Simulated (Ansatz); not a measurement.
# Zr2 (triplet): wave-function methods side by side, def2-SVP

How much of the correlation energy of Zr2 (triplet) does each wave-function method recover here?

Program: Ansatz 0.2.0, Gaussian basis. Level of theory: def2-SVP, core rule «outside noble gas», up to 8 orbitals frozen. These are calculated values, not measurements.

To be run: UHF; CCSD(T) on ROHF; CCSD(T) on UHF; CISD as a restricted active space (open shells left free, so some higher excitations enter); CCSDT(Q) on ROHF; CCSDT(Q) on UHF; CASSCF and MRCISD+Q, 8 electrons in 10 orbitals; CASSCF and NEVPT2, 8 electrons in 10 orbitals.

14 further runs of the same task are left out: 3 that didn't finish, 11 set aside as unsound or not needed. Runs told in other sessions of the task aren't counted.

## 1. The system

The geometry is a PBE0/def2-TZVP stationary point (not a proven minimum) of the parent state, kept for this charge and spin. No spin-orbit coupling is included. Elements past krypton take def2 core potentials.

2 atoms, charge 0, spin multiplicity 3.

Atoms are counted from 1 here; the program's logs count them from 0.

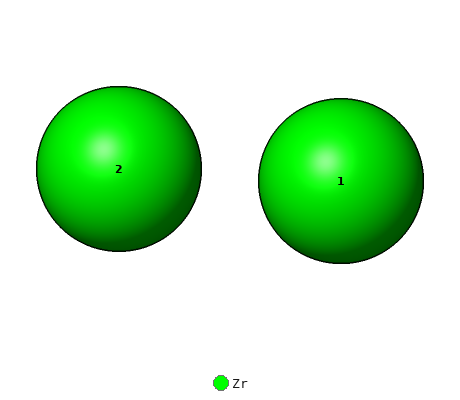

The geometry (zirconium green); atoms are numbered from 1 in the order of the file.

In the tables R marks a restricted open-shell determinant and U an unrestricted one; 'frontier' is the active space of 8 electrons in 10 orbitals; energies count from the table's Hartree-Fock row.

## 2. UHF

Input file in.yaml:

```yaml
crystal:
  periodic: [false, false, false]
  atoms:
    - {symbol: Zr, position_ang: [0.000000, 0.000000, 0.000000]}
    - {symbol: Zr, position_ang: [0.000000, 0.000000, 2.387600]}
basis:
  gaussian: {orbitals: def2-SVP}
magnetization: {spin_polarized: true, initial_magnetization: 2}
hamiltonian: {xc: hf}
output: {orbitals: {seedname: orbitals}}
```

The run is started by

```
$ ansatz run in.yaml --threads 1 --pin off --events-out ev --progress --plain --max-ram 2393MiB
```

The program printed, cut to the lines that bear on the results:

```text
Functional definition: HF
  name "HF"
  cite "Fock, Z. Phys. 61, 126 (1930) doi:10.1007/BF01340294"
  parent pbe
[...]
660 factors; integrals over basis functions are off by at most 8.2e-4 eV
[...]
mean field -2526.09569405 eV, -92.8323045071 hartree, gradient 1.6e-6 eV, S^2 3.822214; 27 other end points of the search recorded, 0 dependent functions left out
reference -2526.09569405 eV, -92.8323045071 hartree; 13, 11 occupied and 49, 51 virtual orbitals, 660 factors
Total energy: -2526.09569405 eV, -92.8323045071 hartree
```

Run time: 21 s. Hardware: 1 thread of Arm Neoverse V2, shared host.

From the report: ⟨S²⟩ of the determinant 3.822 (pure triplet: 2.00). The determinant of HF (⟨S²⟩ 3.82) is far from a pure spin state, so its energy mixes those of several spin states; that is harmless only where they are near-degenerate.

## 3. CCSD(T) on ROHF

Input file in.yaml:

```yaml
crystal:
  periodic: [false, false, false]
  atoms:
    - {symbol: Zr, position_ang: [0.000000, 0.000000, 0.000000]}
    - {symbol: Zr, position_ang: [0.000000, 0.000000, 2.387600]}
basis:
  gaussian: {orbitals: def2-SVP}
magnetization: {spin_polarized: false, initial_magnetization: 2}
correlation: {method: ccsd_t, electrons: outside_noble_gas}
```

The command is unchanged.

The program printed, cut to the lines that bear on the results:

```text
Functional definition: HF
  name "HF"
  cite "Fock, Z. Phys. 61, 126 (1930) doi:10.1007/BF01340294"
  parent pbe
[...]
660 factors; integrals over basis functions are off by at most 8.2e-4 eV
[...]
mean field -2525.32937107 eV, -92.8041426573 hartree, gradient 6.2e-6 eV, S^2 2.000000; 56 other end points of the search recorded, 0 dependent functions left out
[...]
determinant -2525.32937107 eV, -92.8041426573 hartree, with singles and doubles -2530.80516624 eV, -93.0053744181 hartree
determinant -2525.27914477 eV, -92.8022968744 hartree, with singles and doubles -2530.79948428 eV, -93.0051656097 hartree
determinant -2525.04110013 eV, -92.7935488955 hartree, with singles and doubles -2530.00391797 eV, -92.9759290872 hartree
determinant -2525.02907448 eV, -92.7931069609 hartree, with singles and doubles -2530.62043612 eV, -92.9985857114 hartree
[...]
determinant -2524.84939195 eV, -92.7865037497 hartree, with singles and doubles -2530.70123738 eV, -93.0015551027 hartree
determinant -2524.81419037 eV, -92.7852101155 hartree, with singles and doubles -2530.70595402 eV, -93.0017284362 hartree
determinant -2524.42991907 eV, -92.7710884058 hartree, with singles and doubles -2530.59804158 eV, -92.9977627273 hartree
unrestricted determinant -2526.09569405 eV, -92.8323045072 hartree, S^2 3.8222
8 core orbitals not correlated: weight in the atoms' cores, before any rotation towards them, 0.997 or more for the frozen orbitals, at most 0.002 for the correlated occupied ones
reference -2525.27914477 eV, -92.8022968744 hartree; 5, 3 occupied and 49, 51 virtual orbitals, 660 factors
second order -6.04621530 eV of doubles, -0.05394541 eV of singles
cycle   1  -5.51767966 eV  change    9.8e-7 eV  update   4.5e-6
perturbative correction -0.56490118 eV, -0.0207597353 hartree
Total energy: -2531.36172560 eV, -93.0258275974 hartree
```

Run time: 66 s. Hardware: 1 thread of Arm Neoverse V2, shared host.

From the report: correlation -6.0826 eV; T1 0.062; largest double amplitude 0.07.

## 4. CCSD(T) on UHF

in.yaml: that of step 3 with these lines changed.

```diff
@@ -7,3 +7,3 @@
   gaussian: {orbitals: def2-SVP}
-magnetization: {spin_polarized: false, initial_magnetization: 2}
+magnetization: {spin_polarized: true, initial_magnetization: 2}
 correlation: {method: ccsd_t, electrons: outside_noble_gas}
```

Launched as before.

The program printed, cut to the lines that bear on the results:

```text
Functional definition: HF
  name "HF"
  cite "Fock, Z. Phys. 61, 126 (1930) doi:10.1007/BF01340294"
  parent pbe
[...]
660 factors; integrals over basis functions are off by at most 8.2e-4 eV
[...]
mean field -2526.09569405 eV, -92.8323045072 hartree, gradient 2.4e-10 eV, S^2 3.822214; 51 other end points of the search recorded, 0 dependent functions left out
determinant -2526.09569405 eV, -92.8323045072 hartree, with singles and doubles -2530.42568179 eV, -92.9914286217 hartree
determinant -2526.02373731 eV, -92.8296601459 hartree, with singles and doubles -2530.58445379 eV, -92.9972633850 hartree
determinant -2525.71970741 eV, -92.8184872529 hartree, with singles and doubles -2530.75057131 eV, -93.0033680914 hartree
determinant -2525.68222759 eV, -92.8171098950 hartree, with singles and doubles -2530.83194145 eV, -93.0063583888 hartree
[...]
determinant -2525.71970741 eV, -92.8184872529 hartree, with singles and doubles -2530.82175444 eV, -93.0059840229 hartree
determinant -2525.68222759 eV, -92.8171098950 hartree, with singles and doubles -2530.84597010 eV, -93.0068739321 hartree
determinant -2525.48959261 eV, -92.8100306902 hartree, with singles and doubles -2530.85288348 eV, -93.0071279943 hartree
determinant -2524.50944416 eV, -92.7740108990 hartree, with singles and doubles -2530.64703862 eV, -92.9995633352 hartree
8 core orbitals not correlated: weight in the atoms' cores, before any rotation towards them, 0.997 or more for the frozen orbitals, at most 0.002 for the correlated occupied ones
reference -2525.48959261 eV, -92.8100306902 hartree; 5, 3 occupied and 49, 51 virtual orbitals, 660 factors
second order -5.70363515 eV of doubles, -0.00000000 eV of singles
cycle   1  -5.36329040 eV  change    4.6e-7 eV  update   3.9e-6
perturbative correction -0.53199004 eV, -0.0195502734 hartree
Total energy: -2531.38487306 eV, -93.0266782506 hartree
```

Run time: 84 s. Hardware: 1 thread of Arm Neoverse V2, shared host.

From the report: ⟨S²⟩ of the determinant 2.119 (pure triplet: 2.00); correlation -5.8953 eV; T1 0.067; largest double amplitude 0.07.

## 5. CISD as a restricted active space (open shells left free, so some higher excitations enter)

Input file in.yaml:

```yaml
crystal:
  periodic: [false, false, false]
  atoms:
    - {symbol: Zr, position_ang: [0.000000, 0.000000, 0.000000]}
    - {symbol: Zr, position_ang: [0.000000, 0.000000, 2.387600]}
basis:
  gaussian: {orbitals: def2-SVP}
magnetization: {spin_polarized: false, initial_magnetization: 2}
correlation: {active_space: {ras: {orbitals: [3, 2, 49], electrons: 8, max_holes: 2, max_particles: 2}, fixed_orbitals: true}}
```

Same command.

The program printed, cut to the lines that bear on the results:

```text
Functional definition: HF
  name "HF"
  cite "Fock, Z. Phys. 61, 126 (1930) doi:10.1007/BF01340294"
  parent pbe
[...]
660 factors; integrals over basis functions are off by at most 8.2e-4 eV
[...]
mean field -2525.32937107 eV, -92.8041426573 hartree, gradient 6.2e-6 eV, S^2 2.000000; 26 other end points of the search recorded, 0 dependent functions left out
reference -2525.32937107 eV, -92.8041426573 hartree; 13, 11 occupied and 49, 51 virtual orbitals, 660 factors
state -2530.10539877 eV, -92.9796584377 hartree
Total energy: -2530.10539877 eV, -92.9796584377 hartree
```

Run time: 7.5 s. Hardware: 1 thread of Arm Neoverse V2, shared host.

From the report: 50,726 determinants.

## 6. CCSDT(Q) on ROHF

in.yaml: that of step 5 with these lines changed.

```diff
@@ -8,2 +8,2 @@
 magnetization: {spin_polarized: false, initial_magnetization: 2}
-correlation: {active_space: {ras: {orbitals: [3, 2, 49], electrons: 8, max_holes: 2, max_particles: 2}, fixed_orbitals: true}}
+correlation: {method: ccsdt_q, electrons: outside_noble_gas}
```

Launched as before.

The program printed, cut to the lines that bear on the results:

```text
Functional definition: HF
  name "HF"
  cite "Fock, Z. Phys. 61, 126 (1930) doi:10.1007/BF01340294"
  parent pbe
[...]
1116 factors; integrals over basis functions are off by at most 9.5e-8 eV
[...]
mean field -2525.32938960 eV, -92.8041433380 hartree, gradient 6.3e-6 eV, S^2 2.000000; 50 other end points of the search recorded, 0 dependent functions left out
[...]
determinant -2525.32938960 eV, -92.8041433380 hartree, with singles and doubles -2530.80518318 eV, -93.0053750406 hartree
determinant -2525.27916552 eV, -92.8022976372 hartree, with singles and doubles -2530.79950105 eV, -93.0051662262 hartree
determinant -2525.04111267 eV, -92.7935493563 hartree, with singles and doubles -2530.00393099 eV, -92.9759295655 hartree
determinant -2525.02909274 eV, -92.7931076320 hartree, with singles and doubles -2530.62045292 eV, -92.9985863287 hartree
[...]
determinant -2524.84941022 eV, -92.7865044211 hartree, with singles and doubles -2530.70125023 eV, -93.0015555752 hartree
determinant -2524.79813642 eV, -92.7846201439 hartree, with singles and doubles -2530.67798368 eV, -93.0007005452 hartree
determinant -2524.42993983 eV, -92.7710891688 hartree, with singles and doubles -2530.59805546 eV, -92.9977632373 hartree
[...]
unrestricted determinant -2526.09571290 eV, -92.8323051997 hartree, S^2 3.8222
8 core orbitals not correlated: weight in the atoms' cores, before any rotation towards them, 0.997 or more for the frozen orbitals, at most 0.002 for the correlated occupied ones
reference -2525.27916552 eV, -92.8022976372 hartree; 5, 3 occupied and 49, 51 virtual orbitals, 1116 factors
second order -6.04621222 eV of doubles, -0.05394561 eV of singles
cycle   1  -4.79502062 eV  change     1.3e0 eV  update   2.5e-1
[...]
cycle  25  -6.08039597 eV  change    2.4e-7 eV  update   8.8e-7
perturbative correction -0.12418404 eV, -0.0045636793 hartree
Total energy: -2531.48374553 eV, -93.0303117471 hartree
```

Run time: 2.2 min. Hardware: 1 thread of Arm Neoverse V2, shared host; peak memory 0.62 GiB.

From the report: correlation -6.2046 eV; T1 0.057; largest double amplitude 0.08.

## 7. CCSDT(Q) on UHF

in.yaml: that of step 6 with these lines changed.

```diff
@@ -7,3 +7,3 @@
   gaussian: {orbitals: def2-SVP}
-magnetization: {spin_polarized: false, initial_magnetization: 2}
+magnetization: {spin_polarized: true, initial_magnetization: 2}
 correlation: {method: ccsdt_q, electrons: outside_noble_gas}
```

Same command.

The program printed, cut to the lines that bear on the results:

```text
Functional definition: HF
  name "HF"
  cite "Fock, Z. Phys. 61, 126 (1930) doi:10.1007/BF01340294"
  parent pbe
[...]
1116 factors; integrals over basis functions are off by at most 9.5e-8 eV
[...]
mean field -2526.09571290 eV, -92.8323051997 hartree, gradient 2.1e-10 eV, S^2 3.822215; 50 other end points of the search recorded, 0 dependent functions left out
determinant -2526.09571290 eV, -92.8323051997 hartree, with singles and doubles -2530.42569791 eV, -92.9914292142 hartree
determinant -2526.02375648 eV, -92.8296608502 hartree, with singles and doubles -2530.58446934 eV, -92.9972639566 hartree
determinant -2525.71972571 eV, -92.8184879257 hartree, with singles and doubles -2530.75058798 eV, -93.0033687039 hartree
determinant -2525.68224876 eV, -92.8171106729 hartree, with singles and doubles -2530.83195900 eV, -93.0063590337 hartree
[...]
determinant -2525.68224876 eV, -92.8171106729 hartree, with singles and doubles -2530.84598699 eV, -93.0068745530 hartree
determinant -2525.48961449 eV, -92.8100314942 hartree, with singles and doubles -2530.85289984 eV, -93.0071285955 hartree
determinant -2524.50946512 eV, -92.7740116692 hartree, with singles and doubles -2530.64705295 eV, -92.9995638618 hartree
[...]
8 core orbitals not correlated: weight in the atoms' cores, before any rotation towards them, 0.997 or more for the frozen orbitals, at most 0.002 for the correlated occupied ones
reference -2525.48961449 eV, -92.8100314942 hartree; 5, 3 occupied and 49, 51 virtual orbitals, 1116 factors
second order -5.70363026 eV of doubles, -0.00000000 eV of singles
cycle   1  -4.69397203 eV  change     1.0e0 eV  update   2.3e-1
[...]
cycle  28  -5.91098698 eV  change   -3.0e-7 eV  update   2.7e-7
perturbative correction -0.12288472 eV, -0.0045159303 hartree
Total energy: -2531.52348620 eV, -93.0317721895 hartree
```

Wall time 2.7 min (1 thread of Arm Neoverse V2, shared host); peak memory 0.55 GiB.

From the report: ⟨S²⟩ of the determinant 2.119 (pure triplet: 2.00); correlation -6.0339 eV; T1 0.065; largest double amplitude 0.09.

## 8. CASSCF and MRCISD+Q, 8 electrons in 10 orbitals

Input file in.yaml:

```yaml
crystal:
  periodic: [false, false, false]
  atoms:
    - {symbol: Zr, position_ang: [0.000000, 0.000000, 0.000000]}
    - {symbol: Zr, position_ang: [0.000000, 0.000000, 2.387600]}
basis:
  gaussian: {orbitals: def2-SVP}
magnetization: {spin_polarized: false, initial_magnetization: 2}
correlation: {method: fic_mrcisd_q, electrons: outside_noble_gas, active_space: {window: {electrons: 8, orbitals: 10}}}
```

The command is unchanged.

The program printed, cut to the lines that bear on the results:

```text
Functional definition: HF
  name "HF"
  cite "Fock, Z. Phys. 61, 126 (1930) doi:10.1007/BF01340294"
  parent pbe
[...]
660 factors; integrals over basis functions are off by at most 8.2e-4 eV
[...]
mean field -2525.32937107 eV, -92.8041426573 hartree, gradient 6.2e-6 eV, S^2 2.000000; 26 other end points of the search recorded, 0 dependent functions left out
reference -2525.27914477 eV, -92.8022968744 hartree; 13, 11 occupied and 49, 51 virtual orbitals, 660 factors
state -2528.74134520 eV, -92.9295303936 hartree
contracted CI cycle   1: correlation 0.00000000 eV, 0.0000000000 hartree, residual 9.50e0 eV
contracted CI cycle   2: correlation -2.23463205 eV, -0.0821212131 hartree, residual 2.17e0 eV
contracted CI cycle   3: correlation -2.38848969 eV, -0.0877753771 hartree, residual 8.44e-1 eV
contracted CI cycle   4: correlation -2.41849566 eV, -0.0888780761 hartree, residual 4.48e-1 eV
contracted CI cycle   5: correlation -2.42648398 eV, -0.0891716417 hartree, residual 2.25e-1 eV
contracted CI cycle   6: correlation -2.42848719 eV, -0.0892452581 hartree, residual 1.22e-1 eV
contracted CI cycle   7: correlation -2.42904686 eV, -0.0892658256 hartree, residual 6.14e-2 eV
contracted CI cycle   8: correlation -2.42919533 eV, -0.0892712820 hartree, residual 3.32e-2 eV
contracted CI cycle   9: correlation -2.42923692 eV, -0.0892728103 hartree, residual 1.67e-2 eV
contracted CI cycle  10: correlation -2.42924776 eV, -0.0892732084 hartree, residual 8.42e-3 eV
contracted CI cycle  11: correlation -2.42925047 eV, -0.0892733081 hartree, residual 4.04e-3 eV
contracted CI cycle  12: correlation -2.42925106 eV, -0.0892733298 hartree, residual 1.93e-3 eV
contracted CI cycle  13: correlation -2.42925120 eV, -0.0892733349 hartree, residual 9.97e-4 eV
state -2528.74134520 eV, -92.9295303936 hartree; corrected -2531.43167710 eV, -93.0283982674 hartree
Total energy: -2531.43167710 eV, -93.0283982674 hartree
```

Wall time 58 s (1 thread of Arm Neoverse V2, shared host); peak memory 0.58 GiB.

From the report: 11,024 determinants; active occupations 1.94, 1.90, 1.88, 1.00, 0.95, 0.10, 0.10, 0.06, 0.04, 0.03.

## 9. CASSCF and NEVPT2, 8 electrons in 10 orbitals

in.yaml: that of step 8 with these lines changed.

```diff
@@ -8,2 +8,2 @@
 magnetization: {spin_polarized: false, initial_magnetization: 2}
-correlation: {method: fic_mrcisd_q, electrons: outside_noble_gas, active_space: {window: {electrons: 8, orbitals: 10}}}
+correlation: {method: sc_nevpt2, electrons: outside_noble_gas, active_space: {window: {electrons: 8, orbitals: 10}}}
```

Same command.

The program printed, cut to the lines that bear on the results:

```text
Functional definition: HF
  name "HF"
  cite "Fock, Z. Phys. 61, 126 (1930) doi:10.1007/BF01340294"
  parent pbe
[...]
660 factors; integrals over basis functions are off by at most 8.2e-4 eV
[...]
mean field -2525.32937107 eV, -92.8041426573 hartree, gradient 6.2e-6 eV, S^2 2.000000; 26 other end points of the search recorded, 0 dependent functions left out
reference -2525.27914477 eV, -92.8022968744 hartree; 13, 11 occupied and 49, 51 virtual orbitals, 660 factors
state -2528.74134520 eV, -92.9295303936 hartree
state -2528.74134520 eV, -92.9295303936 hartree; corrected -2530.64787567 eV, -92.9995940961 hartree
Total energy: -2530.64787567 eV, -92.9995940961 hartree
```

Wall time 54 s (1 thread of Arm Neoverse V2, shared host).

From the report: 11,024 determinants; active occupations 1.94, 1.90, 1.88, 1.00, 0.95, 0.10, 0.10, 0.06, 0.04, 0.03.

## 10. The ladder

No level here is safe as a reference; RCCSDT(Q) serves as a yardstick only. Rows without a time are mean-field rows or come out of runs for another level: lower rungs of the coupled-cluster runs, CASSCF and MRCISD of the multireference runs, or the Hartree-Fock search.

Differences are taken before rounding.

| method | energy from the lowest ROHF (meV) | from RCCSDT(Q) (meV) | time |
| --- | --- | --- | --- |
| ROHF | 0.0 | +6154.4 |  |
| RMP2 | -6049.9 | +104.4 |  |
| UMP2 | -5863.9 | +290.5 |  |
| RCCSD | -5467.5 | +686.9 |  |
| UCCSD | -5523.5 | +630.9 |  |
| RCCSD(T) | -6032.4 | +122.0 | 66 s |
| UCCSD(T) | -6055.5 | +98.9 | 84 s |
| RCCSDT | -6030.2 | +124.2 |  |
| UCCSDT | -6071.2 | +83.1 |  |
| RCCSDT(Q) | -6154.4 | 0 | 2.2 min |
| UCCSDT(Q) | -6194.1 | -39.7 | 2.7 min |
| CASSCF frontier | -3412.0 | +2742.4 |  |
| NEVPT2 frontier | -5318.5 | +835.9 | 54 s |
| MRCISD frontier | -5841.2 | +313.1 |  |
| MRCISD+Q frontier | -6102.3 | +52.1 | 58 s |

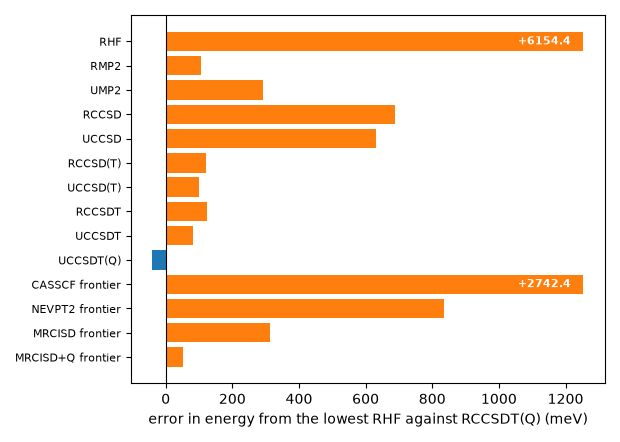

Error of each method against RCCSDT(Q). Bars with a number in them are cut short.

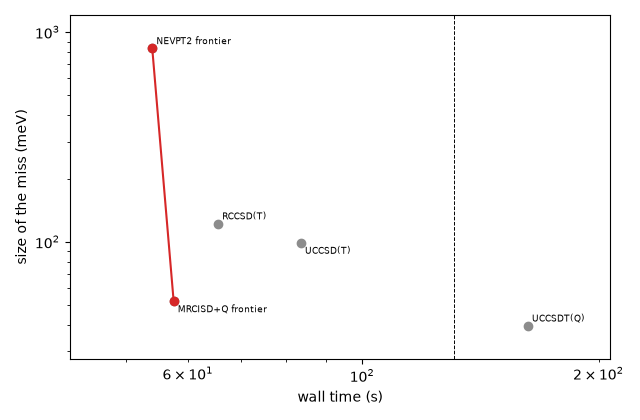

Accuracy for the time spent; red marks the levels that beat every quicker one drawn (of those quicker than the yardstick), and the dashed line is the time of RCCSDT(Q). Times are from a shared host.

Not comparable, so not listed: CISD as a restricted active space (open shells left free, so some higher excitations enter) (they don't share determinant, frozen orbitals or solution with the rows shown, or repeat one).

Left out of the table: UHF (another determinant or state than the rows shown).

The ROHF row is the lowest such solution found; the determinant under the restricted MP2 and coupled-cluster rows lies 0.05 eV higher.

## 11. Summary of results

| quantity | value |
| --- | --- |
| RCCSDT(Q) from the ROHF energy | -6.1544 eV |
| RMP2 from RCCSDT(Q) | +104.4 meV |
| UMP2 from RCCSDT(Q) | +290.5 meV |
| RCCSD from RCCSDT(Q) | +686.9 meV |
| RCCSD(T) from RCCSDT(Q) | +122.0 meV |
| UCCSD(T) from RCCSDT(Q) | +98.9 meV |
| UCCSDT(Q) from RCCSDT(Q) | -39.7 meV |
| NEVPT2 frontier from RCCSDT(Q) | +835.9 meV |
| MRCISD+Q frontier from RCCSDT(Q) | +52.1 meV |
| T1 diagnostic | 0.062 |

RCCSD(T) misses by +122.0 meV, 2.0 % of the correlation energy. CCSD(T) misses by +122.0 meV on the restricted determinant and by +98.9 meV on the unrestricted one; the two need not hold the same state or core. Coupled cluster took another determinant than the lowest Hartree-Fock one. Warnings: spin contamination; coupled cluster took another determinant than the lowest; large T1 diagnostic.
